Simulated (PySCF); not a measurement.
**C₄H₁₁BOSi: a tour of settings, part 1 of 3**

Which settings matter for C₄H₁₁BOSi (`[SiH3]O[C@H]1BCCC1`), and how do bad ones show?

Computed with PySCF 2.14.0, with density-fitted response routines of our own, on a single molecule, in the gas phase or a continuum. Atoms count from 0, in the outputs and in this text.

### Step 1. Starting geometry

18 atoms, charge 0, multiplicity 1; geometry from: GFN2-xTB.

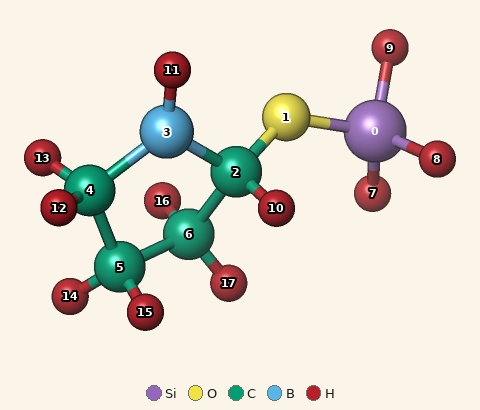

As it starts; silicon purple, oxygen yellow, carbon teal, boron blue, hydrogen red, atoms numbered.

### Step 2. Nuclear shieldings: PBE0/pcSseg-1

What the job is given:

```
{"job": {"kind": "nmr", "xc": "PBE0", "basis": "pcSseg-1"}, "charge": 0, "multiplicity": 1}
Si     3.015270     0.124281     0.104056
O      1.527631     0.663685     0.416029
C      0.294205    -0.013087     0.449158
B     -0.900466     0.697629     1.217773
C     -2.189784     0.399319     0.374584
C     -1.751974    -0.606254    -0.705824
C     -0.273807    -0.307368    -0.952829
H      3.161782    -0.390328    -1.263395
H      3.385918    -0.964678     1.017224
H      3.766724     1.347846     0.329486
H      0.441252    -0.988998     0.948855
H     -0.815410     1.329710     2.191574
H     -3.073346     0.061389     0.916649
H     -2.482404     1.337672    -0.108399
H     -2.344971    -0.530375    -1.617337
H     -1.855216    -1.621705    -0.318043
H     -0.163274     0.592023    -1.561295
H      0.249109    -1.124443    -1.449921
```

Level: GIAO PBE0/pcSseg-1 NMR shielding, non-relativistic, gas phase.

Started as:

```bash
$ OMP_NUM_THREADS=1 python probes_run.py task.json out
```

The driver reads the jobs from task.json and runs them one after another.

Log:

```text
coarse grid: 14960 points
cycle   1  E = -547.9866750076  dE =  7.611e-01  |g| = 7.008e-01  |ddm| = 3.676e+00
cycle   2  E = -547.8598923480  dE =  1.268e-01  |g| = 1.079e+00  |ddm| = 1.580e+00
cycle   3  E = -548.0825861873  dE = -2.227e-01  |g| = 1.076e-01  |ddm| = 1.107e+00
cycle   4  E = -548.0844899963  dE = -1.904e-03  |g| = 4.670e-02  |ddm| = 1.183e-01
cycle   5  E = -548.0850135021  dE = -5.235e-04  |g| = 6.237e-03  |ddm| = 4.514e-02
cycle   6  E = -548.0850215241  dE = -8.022e-06  |g| = 1.692e-03  |ddm| = 7.235e-03
final grid: 138272 points
cycle   7  E = -548.1351860970  dE = -2.942e-05  |g| = 1.177e-02  |ddm| = 2.875e-02
cycle   8  E = -548.1351557834  dE =  3.031e-05  |g| = 1.726e-02  |ddm| = 2.109e-02
cycle   9  E = -548.1352147832  dE = -5.900e-05  |g| = 1.328e-03  |ddm| = 1.286e-02
cycle  10  E = -548.1352151540  dE = -3.707e-07  |g| = 2.362e-04  |ddm| = 1.391e-03
cycle  11  E = -548.1352151651  dE = -1.113e-08  |g| = 3.898e-05  |ddm| = 2.379e-04
cycle  12  E = -548.1352151654  dE = -3.054e-10  |g| = 1.207e-05  |ddm| = 5.522e-05
converged SCF energy = -548.1352151654

GIAO shielding tensors (ppm)
atom      isotropic    diamagn.    paramagn.     s11        s22        s33       span
  0 Si     388.787     880.260    -491.473    337.714    352.177    476.470    138.756
  1 O      315.677     395.274     -79.597    246.417    326.825    373.788    127.371
  2 C      101.811     246.782    -144.971     70.293     93.943    141.198     70.905
  3 B        7.798     189.078    -181.280    -61.477    -28.154    113.026    174.503
  4 C      154.469     254.577    -100.108    138.577    153.142    171.689     33.112
  5 C      161.226     249.053     -87.827    139.582    168.264    175.834     36.252
  6 C      149.669     250.115    -100.446    123.947    156.841    168.219     44.272
  7 H       26.657      29.737      -3.079     23.023     25.607     31.343      8.320
  8 H       26.738      29.322      -2.584     23.775     24.833     31.605      7.831
  9 H       26.833      29.118      -2.285     23.086     25.073     32.342      9.256
 10 H       27.722      31.904      -4.182     22.750     29.143     31.273      8.523
 11 H       23.571      29.569      -5.998     17.542     25.920     27.252      9.710
 12 H       29.831      29.140       0.692     24.925     28.423     36.146     11.221
 13 H       30.573      30.013       0.559     25.428     28.893     37.397     11.970
 14 H       29.605      30.144      -0.538     24.664     27.837     36.316     11.652
 15 H       30.265      31.407      -1.141     25.459     28.914     36.423     10.965
 16 H       30.144      32.637      -2.493     25.883     30.083     34.466      8.583
 17 H       29.205      32.566      -3.361     24.504     28.868     34.244      9.740
```

It took 26 s on 1 thread of Arm Neoverse V1, shared host; peak memory 0.82 GiB.

Shifts follow as δ = σ(reference) − σ, with reference shieldings (ppm) from runs at the same level and on the same kind of geometry: 1H TMS 31.72, 13C TMS 186.9, 29Si TMS 349.2, 17O H2O 336.1, 11B BF3·OEt2 100.1. The references are single molecules in the gas phase, so shifts against H2O, NH3, PH3, H3PO4 or CFCl3 are not on the usual liquid scales and can be off by tens of ppm. Atoms listed in one row are averaged.

```csv
atoms,environment,σ (ppm),δ (ppm),δ scaled to CDCl3
C2,sp3 CH bonded to B and O,101.8,85.1,81.2
C6,sp3 CH2 in a ring,149.7,37.3,34.4
C4,sp3 CH2 bonded to B,154.5,32.5,29.8
C5,sp3 CH2 in a ring,161.2,25.7,23.2
H11,"hydrogen on a boron bonded to 2 C, in a 5-membered ring",23.57,8.15,–
"H7, H8, H9",hydrogen on a silicon bonded to O,26.74,4.97,–
H10,hydrogen on an sp3 CH bonded to B and O,27.72,4.00,3.87
H17,hydrogen on an sp3 CH2 in a ring,29.21,2.51,2.47
H14,hydrogen on an sp3 CH2 in a ring,29.61,2.11,2.10
H12,hydrogen on an sp3 CH2 bonded to B,29.83,1.89,1.88
H16,hydrogen on an sp3 CH2 in a ring,30.14,1.57,1.59
H15,hydrogen on an sp3 CH2 in a ring,30.27,1.45,1.47
H13,hydrogen on an sp3 CH2 bonded to B,30.57,1.14,1.18
Si0,"silicon bonded to O, 3 H",388.8,-39.6,–
O1,"oxygen bonded to C, Si",315.7,20.4,–
B3,"boron bonded to 2 C, H, in a 5-membered ring",7.8,92.3,–
```

The scaled column applies a straight-line fit of computed shieldings to shifts measured in CDCl3 (root-mean-square error 0.16 ppm for H, 1.9 ppm for C).

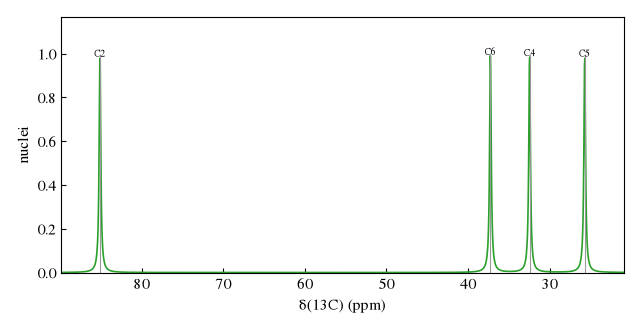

13C lines at the computed shifts, without couplings. Lines are broadened to a width of 0.24 ppm (Lorentzian).

Charges from the same density, by scheme (e):

| atoms | Mulliken | IAO | Hirshfeld | ESP fit |
| --- | --- | --- | --- | --- |
| Si0 | 0.70 | 0.88 | 0.37 | 0.56 |
| O1 | -0.64 | -0.64 | -0.23 | -0.63 |
| C2 | -0.11 | -0.05 | -0.02 | 0.58 |
| B3 | 0.43 | 0.21 | 0.18 | 0.16 |
| C4 | -0.49 | -0.42 | -0.14 | -0.23 |
| C5 | -0.22 | -0.25 | -0.07 | -0.04 |
| C6 | -0.20 | -0.27 | -0.08 | -0.15 |

Hirshfeld charges:

Si0 0.37; O1 -0.23; C2 -0.02; B3 0.18; C4 -0.14; C5 -0.07; C6 -0.08; H7 -0.09; H8 -0.09; H9 -0.08; H10 0.04; H11 -0.05; H12 0.04; H13 0.05; H14 0.04; H15 0.04; H16 0.04; H17 0.04

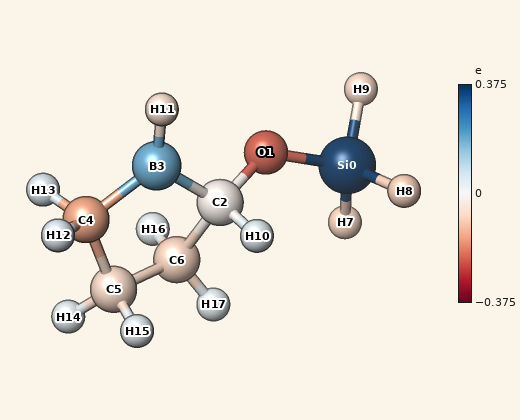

Hirshfeld charges, as colours on the atoms.

Mayer bond orders: Si0–O1 0.99, O1–C2 0.81, C2–B3 0.93, B3–C4 0.99, C4–C5 1.04, C5–C6 1.03, C6–C2 1.04.

Ring of atoms C2, B3, C4, C5, C6: NICS(0) -0.7, NICS(1) -3.4, NICS(1)zz -2.4 ppm (means of both faces).

### Step 3. TDDFT and polarisability: PBE0/def2-SVPD

The job, as its differences from that of step 2:

```diff
@@ -1,2 +1,2 @@
-{"job": {"kind": "nmr", "xc": "PBE0", "basis": "pcSseg-1"}, "charge": 0, "multiplicity": 1}
+{"job": {"kind": "uv", "xc": "PBE0", "basis": "def2-SVPD", "nstates": 6, "ntriplets": 2}, "charge": 0, "multiplicity": 1}
 Si     3.015270     0.124281     0.104056
```

Method: TDDFT PBE0/def2-SVPD, vertical, gas phase, core orbitals frozen in the response.

Log:

```text
coarse grid: 14960 points
cycle   1  E = -547.7405797879  dE =  7.051e-01  |g| = 6.653e-01  |ddm| = 6.493e+00
cycle   2  E = -547.6066915180  dE =  1.339e-01  |g| = 1.060e+00  |ddm| = 2.428e+00
cycle   3  E = -547.8324567540  dE = -2.258e-01  |g| = 1.072e-01  |ddm| = 1.515e+00
cycle   4  E = -547.8344643472  dE = -2.008e-03  |g| = 4.742e-02  |ddm| = 2.088e-01
cycle   5  E = -547.8350239168  dE = -5.596e-04  |g| = 6.045e-03  |ddm| = 8.521e-02
cycle   6  E = -547.8350319881  dE = -8.071e-06  |g| = 1.818e-03  |ddm| = 1.674e-02
final grid: 138272 points
cycle   7  E = -547.9145486650  dE = -3.263e-05  |g| = 1.123e-02  |ddm| = 1.438e-01
cycle   8  E = -547.9145196137  dE =  2.905e-05  |g| = 1.643e-02  |ddm| = 3.580e-02
cycle   9  E = -547.9145762836  dE = -5.667e-05  |g| = 1.376e-03  |ddm| = 2.229e-02
cycle  10  E = -547.9145767066  dE = -4.229e-07  |g| = 2.302e-04  |ddm| = 2.116e-03
cycle  11  E = -547.9145767179  dE = -1.135e-08  |g| = 4.313e-05  |ddm| = 6.146e-04
cycle  12  E = -547.9145767184  dE = -4.509e-10  |g| = 1.434e-05  |ddm| = 1.468e-04
converged SCF energy = -547.9145767184

Static polarisability (au): isotropic 87.533, principal 74.902 85.164 102.534

Singlet excitations
state   eV       nm        f      main configurations
  1   4.8700    254.6   0.00135   H->L 0.93
  2   5.6606    219.0   0.01423   H-1->L 0.93
  3   6.0277    205.7   0.00082   H-2->L 0.89
  4   6.7308    184.2   0.00112   H->L+1 0.81
  5   6.9484    178.4   0.01188   H-4->L 0.77
  6   7.0109    176.8   0.00478   H-3->L 0.76, H-1->L+1 0.11

Triplet excitations (Tamm-Dancoff, eV): 4.3935 5.3852
```

It took 37 s on 1 thread of Arm Neoverse V1, shared host; peak memory 0.9 GiB.

The orbitals next to the gap, with their largest atomic shares:

```
orbital     eV                       atoms
 HOMO−3  -9.35  Si0 22 %, H9 18 %, H8 10 %
 HOMO−2  -9.02   B3 25 %, C4 25 %, C5 12 %
 HOMO−1  -8.10  O1 42 %, C2 14 %, Si0 10 %
   HOMO  -7.64   O1 34 %, C2 16 %, B3 13 %
   LUMO  -1.18   B3 46 %, C4 12 %, C2 12 %
 LUMO+1   0.35   Si0 26 %, B3 17 %, H8 8 %
 LUMO+2   0.68   Si0 22 %, B3 13 %, C5 7 %
```

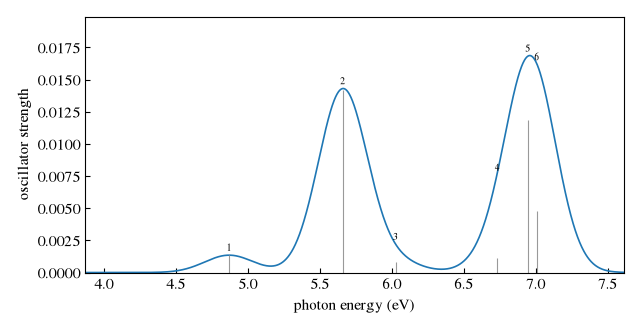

Absorption spectrum from the 6 singlet states computed; above the last one it falls off for lack of states. Lines are broadened to a width of 0.40 eV (Gaussian).

Ground-state properties from the same run:

```
           property  computed
  dipole moment (D)      1.55
polarisability (Å³)     12.97
 HOMO–LUMO gap (eV)      6.46
      −ε(HOMO) (eV)      7.64
```

### Step 4. Ultraviolet spectrum: PBE0/def2-SVPD

The job, as its differences from that of step 3:

```diff
@@ -1,2 +1,2 @@
-{"job": {"kind": "uv", "xc": "PBE0", "basis": "def2-SVPD", "nstates": 6, "ntriplets": 2}, "charge": 0, "multiplicity": 1}
+{"job": {"kind": "uv", "xc": "PBE0", "basis": "def2-SVPD", "nstates": 12, "ntriplets": 0, "tda": false, "max_iter": 1, "scf": {"max_cycle": 95}}, "charge": 0, "multiplicity": 1}
 Si     3.015270     0.124281     0.104056
```

Level: TDDFT PBE0/def2-SVPD, vertical, gas phase, core orbitals frozen in the response.

Log:

```text
final grid: 138272 points
cycle   1  E = -547.8197912727  dE =  7.088e-01  |g| = 6.683e-01  |ddm| = 6.478e+00
cycle   2  E = -547.6830524610  dE =  1.367e-01  |g| = 1.068e+00  |ddm| = 2.440e+00
cycle   3  E = -547.9120162840  dE = -2.290e-01  |g| = 1.066e-01  |ddm| = 1.530e+00
cycle   4  E = -547.9140040634  dE = -1.988e-03  |g| = 4.750e-02  |ddm| = 2.088e-01
cycle   5  E = -547.9145679196  dE = -5.639e-04  |g| = 5.997e-03  |ddm| = 8.481e-02
cycle   6  E = -547.9145758931  dE = -7.974e-06  |g| = 1.802e-03  |ddm| = 1.668e-02
cycle   7  E = -547.9145766878  dE = -7.947e-07  |g| = 3.409e-04  |ddm| = 3.233e-03
cycle   8  E = -547.9145767150  dE = -2.726e-08  |g| = 1.103e-04  |ddm| = 8.001e-04
cycle   9  E = -547.9145767183  dE = -3.254e-09  |g| = 2.250e-05  |ddm| = 2.686e-04
cycle  10  E = -547.9145767184  dE = -1.295e-10  |g| = 6.506e-06  |ddm| = 6.019e-05
converged SCF energy = -547.9145767184

Static polarisability (au): isotropic 87.533, principal 74.902 85.164 102.534

Singlet excitations
state   eV       nm        f      main configurations
  1   4.9651    249.7   0.00300   H->L 0.95
  2   5.7707    214.9   0.03293   H-1->L 0.95
  3   6.1207    202.6   0.00077   H-2->L 0.89, H-4->L 0.09
  4   6.8014    182.3   0.00292   H->L+1 0.86
  5   7.0178    176.7   0.02622   H-4->L 0.75
  6   7.0609    175.6   0.00547   H-3->L 0.77
  7   7.1475    173.5   0.02850   H-5->L 0.86
  8   7.2344    171.4   0.01292   H-1->L+1 0.66, H->L+2 0.17
  9   7.3535    168.6   0.02127   H->L+2 0.77, H-1->L+1 0.17
 10   7.6619    161.8   0.01558   H-6->L 0.87
 11   7.7507    160.0   0.02715   H->L+3 0.50, H-1->L+2 0.41
 12   7.8569    157.8   0.00359   H->L+4 0.40, H-1->L+2 0.23, H->L+3 0.19
```

Wall time 28 s (1 thread of Arm Neoverse V1, shared host); peak memory 0.94 GiB.

Why it failed: The SCF converged, but the response equations did not within 1 iteration. The remedy is to allow more iterations. Numbers from the part that failed are no properties of the molecule.

(Continued in part 2 of 3.)
